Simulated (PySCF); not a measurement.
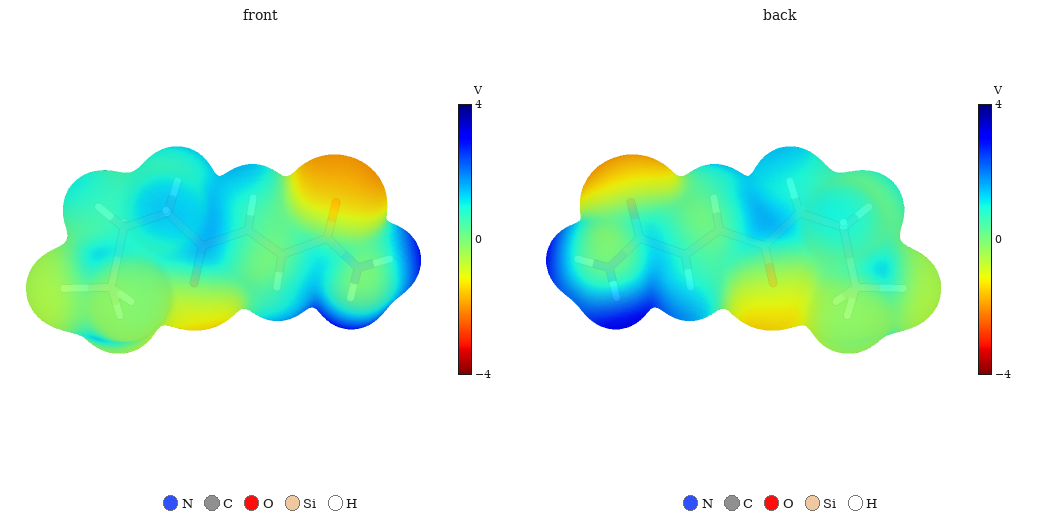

Figure. C6H11NO2Si (SMILES NC(=O)/C=C/C(=O)CC[SiH3]). The electrostatic potential painted on the density surface at 0.004 e/bohr³, seen from the front and from behind; red is negative and blue positive.

Geometry: GFN2-xTB.

Theory: PySCF, PBE0/pcSseg-1, SCF density, gas phase, non-relativistic.

Input file:

```
{"job": {"kind": "nmr", "xc": "PBE0", "basis": "pcSseg-1"}, "charge": 0, "multiplicity": 1}
N      4.351222    -0.962703     0.367850
C      3.469679     0.063384     0.293694
O      3.815462     1.224966     0.322773
C      2.051310    -0.364887     0.175346
C      1.058796     0.525185     0.121066
C     -0.354384     0.117515    -0.005914
O     -0.699547    -1.043645     0.065537
C     -1.345242     1.227042    -0.203604
C     -2.671327     0.696021    -0.726219
Si    -3.268475    -0.873364     0.192325
H      5.331569    -0.752247     0.455557
H      4.063095    -1.924118     0.349409
H      1.834731    -1.423485     0.130681
H      1.286097     1.581390     0.160797
H     -1.486858     1.689841     0.779456
H     -0.916307     1.990746    -0.858689
H     -3.419054     1.484726    -0.654568
H     -2.562366     0.465003    -1.786538
H     -2.988904    -2.100468    -0.540037
H     -4.737593    -0.732510     0.240170
H     -2.820826    -0.871449     1.584545
```

Command:

```sh
OMP_NUM_THREADS=1 python probes_run.py task.json out
```

Question: Describe the electrostatic potential map.

Answer: The most negative region (about −1.9 V) lies over O3, the most positive (about +3.1 V) over H12. O3 is the likeliest acceptor of a hydrogen bond.
